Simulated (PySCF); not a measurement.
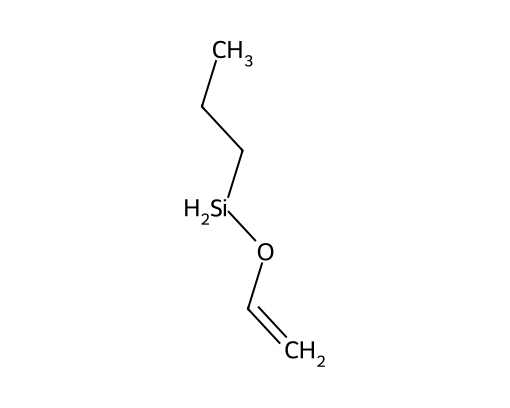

The computed structure is the end point of a GFN2-xTB optimisation. No frequency run is at hand to confirm it as a minimum. Level of theory: PBE0/pcSseg-1, gas phase (PySCF 2.14.0).

What does the calculation give?

The species is C₅H₁₂OSi (`C=CO[SiH2]CCC`).
- dipole moment: 0.58 D
- HOMO energy (Kohn–Sham orbital): −6.95 eV
- LUMO energy (Kohn–Sham orbital): 0.77 eV
- HOMO–LUMO gap: 7.71 eV

The geometry is semi-empirical. Around Si such bond lengths and angles can be off by a tenth of an ångström or more and by several degrees, and values that hang on the shape move with them.
